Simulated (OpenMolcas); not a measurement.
# Single-point calculation of SnH$_{3}$Cl

The run: single-point calculation of SnH$_{3}$Cl, SMILES [H][Sn]([H])([H])[Cl]. Method and program: HF/ANO-RCC-MB, RHF, DKH2 (OpenMolcas 26.06).

The geometry comes from this level: GFN2-xTB.

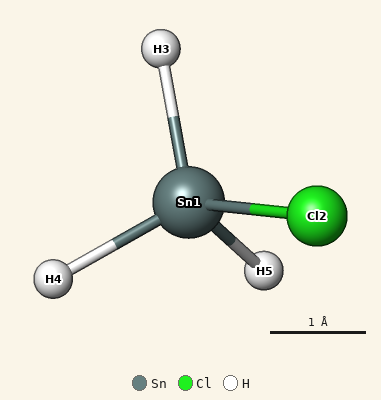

The structure as given in the input (ball-and-stick view, seen at a tilt; atoms are numbered from 1 in the order of the input). Sticks mark near contacts.

## Results in brief

| quantity | value |
| --- | --- |
| outcome | converged |
| total energy | −6635.015774 hartree |
| basis functions | 39 |
| HOMO | −12.31 eV |
| LUMO | 2.19 eV |
| dipole moment | 2.75 debye |
| hardware | 1 thread of Arm Neoverse V1, 24 GiB of memory available, shared host |
| wall time | 3.9 s |
| peak memory | 0.41 GiB |

## The input
```
>>> EXPORT MOLCAS_PRINT=2

&GATEWAY
  Coord = struct.xyz
  Basis = ANO-RCC-MB
  Group = NoSym

&SEWARD

&SCF
  PrOrbitals = 1 1
```

## File struct.xyz
```
5

Sn    -0.000010     0.000870    -0.142560
Cl     0.011570    -0.019280     2.138020
H      1.586650     0.010950    -0.675080
H     -0.803020     1.380470    -0.647070
H     -0.795190    -1.373000    -0.673310
```

Launch command:
```bash
export MOLCAS_MEM=1860
pymolcas step1.input > step1.log
```

## Output
```
--- Start Module: gateway ---

                                              &GATEWAY

                       available to each process: 1.9 GB of memory, 1 thread

++    Symmetry information:
      ---------------------

                    Character Table for C1

                             E
                    a        1  x, y, xy, Rz, z, xz, Ry, yz, Rx, I
--

++    Basis set information:
      ----------------------

      Basis set label: SN.ANO-RCC...5S4P2D.

      Electronic valence basis set:
      ------------------
      Associated Effective Charge  50.000000 au
      Associated Actual Charge     50.000000 au
      Nuclear Model: Point charge

      Shell  nPrim  nBasis  Cartesian Spherical Contaminant
         s      22       5        X
         p      19       4        X
         d      13       2                 X

      Basis set label: CL.ANO-RCC...3S2P.

      Electronic valence basis set:
      ------------------
      Associated Effective Charge  17.000000 au
      Associated Actual Charge     17.000000 au
      Nuclear Model: Point charge

      Shell  nPrim  nBasis  Cartesian Spherical Contaminant
         s      17       3        X
         p      12       2        X

      Basis set label: H.ANO-RCC...1S.

      Electronic valence basis set:
      ------------------
      Associated Effective Charge   1.000000 au
      Associated Actual Charge      1.000000 au
      Nuclear Model: Point charge

      Shell  nPrim  nBasis  Cartesian Spherical Contaminant
         s       8       1        X
--

++    Molecular structure info:
      -------------------------

                    ************************************************
                    **** Cartesian Coordinates / bohr, angstrom ****
                    ************************************************

     Center  Label                x              y              z                     x              y              z
        1      SN1             -0.000019       0.001644      -0.269399             -0.000010       0.000870      -0.142560
        2      CL2              0.021864      -0.036434       4.040272              0.011570      -0.019280       2.138020
        3      H3               2.998334       0.020693      -1.275716              1.586650       0.010950      -0.675080
        4      H4              -1.517488       2.608710      -1.222785             -0.803020       1.380470      -0.647070
        5      H5              -1.502691      -2.594594      -1.272371             -0.795190      -1.373000      -0.673310

                    ***************************************
                    *    InterNuclear Distances / bohr    *
                    ***************************************

               1 SN1           2 CL2           3 H3            4 H4            5 H5
    1 SN1      0.000000
    2 CL2      4.309895        0.000000
    3 H3       3.162777        6.092813        0.000000
    4 H4       3.163614        6.088199        5.205121        0.000000
    5 H5       3.162978        6.090372        5.205666        5.203562        0.000000

                    *******************************************
                    *    InterNuclear Distances / angstrom    *
                    *******************************************

               1 SN1           2 CL2           3 H3            4 H4            5 H5
    1 SN1      0.000000
    2 CL2      2.280698        0.000000
    3 H3       1.673669        3.224178        0.000000
    4 H4       1.674112        3.221736        2.754431        0.000000
    5 H5       1.673776        3.222886        2.754720        2.753606        0.000000
--

            Nuclear Potential Energy            253.59220120 au

--- Stop Module: gateway /rc=_RC_ALL_IS_WELL_ ---

--- Start Module: seward ---

                                              &SEWARD

                       available to each process: 1.9 GB of memory, 1 thread

               SEWARD will generate:
                  Multipole Moment integrals up to order  2
                  Kinetic Energy integrals
                  Nuclear Attraction integrals (point charge)
                  One-Electron Hamiltonian integrals
                  Velocity integrals
                  Relativistic Douglas-Kroll-Hess integrals:
                    - Parametrization         : EXP
                    - DKH order of Hamiltonian: 2
                    - DKH order of Properties : 0
                         - multipole moment operators
                         - electric potential operators
                         - contact operators
                  Orbital angular momentum around (  0.0047  -0.0066   0.6662 )
                  Velocity quadrupole around (  0.0047  -0.0066   0.6662 )
                  Atomic mean-field integrals
                  Two-Electron Repulsion integrals

                   Integrals are discarded if absolute value <: 1.00E-14
                   Integral cutoff threshold is set to       <: 1.00E-16

            Nuclear Potential Energy            253.59220120 au

      Basis set specifications :
      Symmetry species         a
      Basis functions           39

--- Stop Module: seward /rc=_RC_ALL_IS_WELL_ ---
--- Module seward spent 2 seconds ---

--- Start Module: scf ---

                                                &SCF

                       available to each process: 1.9 GB of memory, 1 thread

++    Input section:
      --------------

      Header of the integral files:

      Cartesian coordinates in angstrom:
      -----------------------------------------------------
      No.  Label        X            Y            Z
      -----------------------------------------------------
       1   SN1       -0.00001000   0.00087000  -0.14256000
       2   CL2        0.01157000  -0.01928000   2.13802000
       3   H3         1.58665000   0.01095000  -0.67508000
       4   H4        -0.80302000   1.38047000  -0.64707000
       5   H5        -0.79519000  -1.37300000  -0.67331000
      -----------------------------------------------------
      Nuclear repulsion energy =  253.59220120
--

++    Orbital specifications:
      -----------------------

      Symmetry species               1
                                     a
      Frozen orbitals                0
      Occupied orbitals             35
      Secondary orbitals             4
      Deleted orbitals               0
      Total number of orbitals      39
      Number of basis functions     39
--

      Molecular charge                           0.000

++    Optimization specifications:
      ----------------------------

      SCF Algorithm: Conventional
      Minimized density differences are used
      Number of density matrices in core                 5
      Maximum number of NDDO SCF iterations            400
      Maximum number of HF SCF iterations              400
      Threshold for SCF energy change             1.00E-09
      Threshold for density matrix                1.00E-04
      Threshold for Fock matrix                   1.50E-04
      Threshold for linear dependence             1.00E-09
      Threshold at which DIIS is turned on        1.50E-01
      Maximum depth in the DIIS procedure                5
      Maximum depth in the BFGS Hessian update          30
      Threshold at which QNR/C2DIIS is turned on  7.50E-02
      Threshold for Norm(delta) (QNR/C2DIIS)      1.00E-03
      All orbitals punched on: SCFORB
--

      Input vectors read from INPORB
      Orbital file label: *Guess orbitals

++ Convergence information
                                   SCF        iterations: Energy and convergence statistics

Iter     Tot. SCF        One-elec.       Two-elec.     Energy      Max Dij or  Max Fij      DNorm      TNorm      AccCon     Time
         Energy          Energy          Energy        Change      Delta Norm                                                in Sec.

 The total and one-electron energies are shifted by a value of      6000. a.u.

   1  -634.953338584 -3621.515686253  2732.970146466   0.00E+00    1.68E-01*   8.72E-02*    1.17E+01   5.62E+02   None         0.
   2  -635.013979676 -3625.867962774  2737.261781896  -6.06E-02*   3.90E-02*   1.11E-02*    8.52E-01   5.62E+02   EDIIS        0.
   3  -635.015647470 -3626.322975934  2737.715127262  -1.67E-03*   4.17E-03*   4.34E-03*    8.11E-02   5.62E+02   c2DIIS       0.
   4  -635.015770570 -3626.403519564  2737.795547791  -1.23E-04*   1.30E-03*   5.19E-04*    1.61E-02   5.62E+02   QNRc2DIIS    0.
   5  -635.015773639 -3626.401672068  2737.793697226  -3.07E-06*   7.48E-04    2.04E-04*    1.36E-03   5.62E+02   QNRc2DIIS    0.
   6  -635.015774102 -3626.402548641  2737.794573337  -4.63E-07*   1.45E-05    5.34E-06     1.14E-04   5.62E+02   QNRc2DIIS    0.
   7  -635.015774102 -3626.402776046  2737.794800742  -3.28E-10    1.07E-06    3.99E-07     1.75E-05   5.62E+02   QNRc2DIIS    0.

       Convergence after   7 Iterations
--

 *****************************************************************************************************************************
 *                                             SCF/KS-DFT Program, Final results                                             *
 *                                                       Final Results                                                       *
 *****************************************************************************************************************************

::    Total SCF energy                              -6635.0157741024
      One-electron energy                           -9626.4027760462
      Two-electron energy                            2737.7948007415
      Nuclear repulsion energy                        253.5922012023
      Kinetic energy (interpolated)                  7593.8111473673
      Virial theorem                                    0.8737398976
      Total spin, S(S+1)                                0.0000000000
      Total spin, S                                     0.0000000000
      Max non-diagonal density matrix element           0.0000010991
      Max non-diagonal Fock matrix element              0.0000000592

      All orbitals with orbital energies smaller than  E(LUMO)+0.5 are printed

++    Molecular orbitals:
      -------------------

      Title: SCF orbitals

      Molecular orbitals for symmetry species 1: a

          Some orbital energies have been scaled by powers of 10, the power is written right after the orbital index

          Orbital            1 (1)     2         3         4         5         6         7         8         9        10
          Energy         -107.8034 -166.3560 -149.2430 -149.2427 -149.2427 -105.1524  -33.7266  -27.9752  -27.9739  -27.9739
          Occ. No.          2.0000    2.0000    2.0000    2.0000    2.0000    2.0000    2.0000    2.0000    2.0000    2.0000

          Orbital           11        12        13        14        15        16        17        18        19        20
          Energy          -19.0842  -19.0838  -19.0838  -19.0826  -19.0826  -10.5896   -7.9907   -7.9860   -7.9860   -6.0635
          Occ. No.          2.0000    2.0000    2.0000    2.0000    2.0000    2.0000    2.0000    2.0000    2.0000    2.0000

          Orbital           21        22        23        24        25        26        27        28        29        30
          Energy           -4.2380   -4.2345   -4.2345   -1.4994   -1.4937   -1.4937   -1.4874   -1.4874   -1.0953   -0.7431
          Occ. No.          2.0000    2.0000    2.0000    2.0000    2.0000    2.0000    2.0000    2.0000    2.0000    2.0000

          Orbital           31        32        33        34        35        36        37        38        39
          Energy           -0.5244   -0.5242   -0.4927   -0.4526   -0.4525    0.0805    0.2211    0.2609    0.2614
          Occ. No.          2.0000    2.0000    2.0000    2.0000    2.0000    0.0000    0.0000    0.0000    0.0000

--

++    Molecular charges:
      ------------------

      Mulliken charges per centre and basis function type
      ---------------------------------------------------

                SN1     CL2     H3      H4      H5
      1s       2.0000  2.0000  1.0717  1.0717  1.0717
      2s       2.0000  2.0001  0.0000  0.0000  0.0000
      2px      2.0000  2.0000  0.0000  0.0000  0.0000
      2pz      2.0000  2.0001  0.0000  0.0000  0.0000
      2py      2.0000  2.0000  0.0000  0.0000  0.0000
      3s       2.0000  1.9746  0.0000  0.0000  0.0000
      3px      2.0000  1.9741  0.0000  0.0000  0.0000
      3pz      2.0000  1.5154  0.0000  0.0000  0.0000
      3py      2.0000  1.9741  0.0000  0.0000  0.0000
      4s       2.0001  0.0000  0.0000  0.0000  0.0000
      3d2+     2.0000  0.0000  0.0000  0.0000  0.0000
      3d1+     2.0000  0.0000  0.0000  0.0000  0.0000
      3d0      2.0000  0.0000  0.0000  0.0000  0.0000
      3d1-     2.0000  0.0000  0.0000  0.0000  0.0000
      3d2-     2.0000  0.0000  0.0000  0.0000  0.0000
      4px      1.9996  0.0000  0.0000  0.0000  0.0000
      4pz      1.9998  0.0000  0.0000  0.0000  0.0000
      4py      1.9996  0.0000  0.0000  0.0000  0.0000
      5s       1.2030  0.0000  0.0000  0.0000  0.0000
      4d2+     1.9974  0.0000  0.0000  0.0000  0.0000
      4d1+     1.9989  0.0000  0.0000  0.0000  0.0000
      4d0      1.9978  0.0000  0.0000  0.0000  0.0000
      4d1-     1.9990  0.0000  0.0000  0.0000  0.0000
      4d2-     1.9973  0.0000  0.0000  0.0000  0.0000
      5px      0.8395  0.0000  0.0000  0.0000  0.0000
      5pz      0.4752  0.0000  0.0000  0.0000  0.0000
      5py      0.8395  0.0000  0.0000  0.0000  0.0000
      Total   49.3466 17.4384  1.0717  1.0717  1.0717

      N-E      0.6534 -0.4384 -0.0717 -0.0717 -0.0717

      Total electronic charge=   70.000000

      Total            charge=   -0.000000
--

++    Static properties:
      ------------------

      LoProp Charges per center

                   SN1      CL2      H3       H4       H5
      Nuclear     50.0000  17.0000   1.0000   1.0000   1.0000
      Electronic -49.4576 -17.3341  -1.0694  -1.0695  -1.0695

      Total        0.5424  -0.3341  -0.0694  -0.0695  -0.0695
--

++    Natural Bond Order analysis
      ---------------------------
      Based on LoProp computed density
      -------------------------------------------------------------------------------------
      Atom A       Atom B       Bond Order
      -------------------------------------------------------------------------------------
      NBO located      1.007 non-bonded electrons on atom SN1
      NBO located      1.007 non-bonded electrons on atom SN1
      NBO located      0.995 non-bonded electrons on atom SN1
      NBO located      1.002 non-bonded electrons on atom SN1
      NBO located      0.997 non-bonded electrons on atom SN1
      NBO located      0.997 non-bonded electrons on atom SN1
      NBO located      0.997 non-bonded electrons on atom SN1
      NBO located      0.998 non-bonded electrons on atom SN1
      NBO located      0.998 non-bonded electrons on atom SN1
      NBO located      1.000 non-bonded electrons on atom SN1
      NBO located      1.000 non-bonded electrons on atom SN1
      NBO located      1.000 non-bonded electrons on atom SN1
      NBO located      1.000 non-bonded electrons on atom SN1
      NBO located      1.000 non-bonded electrons on atom SN1
      NBO located      1.000 non-bonded electrons on atom SN1
      NBO located      1.000 non-bonded electrons on atom SN1
      NBO located      1.000 non-bonded electrons on atom SN1
      NBO located      1.000 non-bonded electrons on atom SN1
      NBO located      1.000 non-bonded electrons on atom SN1
      NBO located      1.000 non-bonded electrons on atom SN1
      NBO located      1.000 non-bonded electrons on atom SN1
      NBO located      1.000 non-bonded electrons on atom SN1
      NBO located      1.000 non-bonded electrons on atom SN1
      NBO located      0.981 non-bonded electrons on atom CL2
      NBO located      0.981 non-bonded electrons on atom CL2
      NBO located      0.999 non-bonded electrons on atom CL2
      NBO located      1.000 non-bonded electrons on atom CL2
      NBO located      1.000 non-bonded electrons on atom CL2
      NBO located      1.000 non-bonded electrons on atom CL2
      NBO located      1.000 non-bonded electrons on atom CL2
      The remaining    6.239 electrons are to be considered as diffuse
--

++    Molecular properties:
      ---------------------

      Charge (e):
                      =   -0.0000
      Dipole Moment (debye):
      Origin of the operator (angstrom)=    0.0025   -0.0035    0.3525
                   X= -9.9807E-03               Y=  2.2300E-02               Z= -2.7469E+00           Total=  2.7470E+00
      Quadrupole Moment (debye*angstrom):
      Origin of the operator (angstrom)=    0.0025   -0.0035    0.3525
                  XX= -4.6166E+01              XY=  1.5131E-04              XZ= -1.8116E-02              YY= -4.6166E+01
                  YZ=  3.0707E-02              ZZ= -4.9658E+01
      In traceless form (debye*angstrom)
                  XX=  1.7461E+00              XY=  2.2696E-04              XZ= -2.7173E-02              YY=  1.7458E+00
                  YZ=  4.6060E-02              ZZ= -3.4919E+00
--

--- Stop Module: scf /rc=_RC_ALL_IS_WELL_ ---

.##################.
.# Happy landing! #.
.##################.

    Timing: Wall=3.41 User=2.91 System=0.49
```

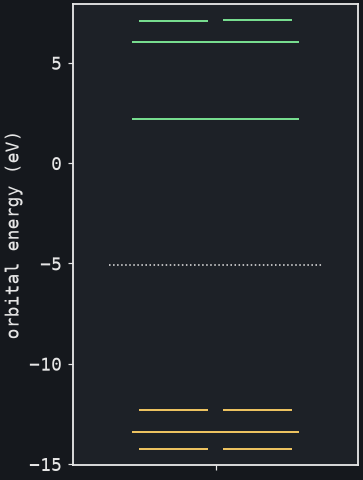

Orbital energies near the frontier; the dotted line parts filled from empty levels, and levels within 0.02 eV of each other stand side by side. Highest filled −12.31 eV, lowest empty 2.19 eV, 14.50 eV apart.

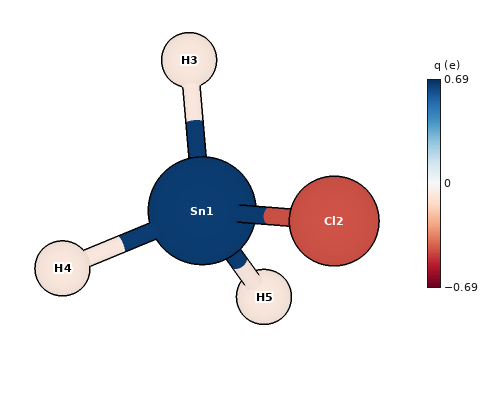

Mulliken charges, as the colour of each atom (ball-and-stick view, seen at a tilt; atoms are numbered from 1 in the order of the input). By element: Sn +0.65, Cl −0.44 and H −0.07 e.
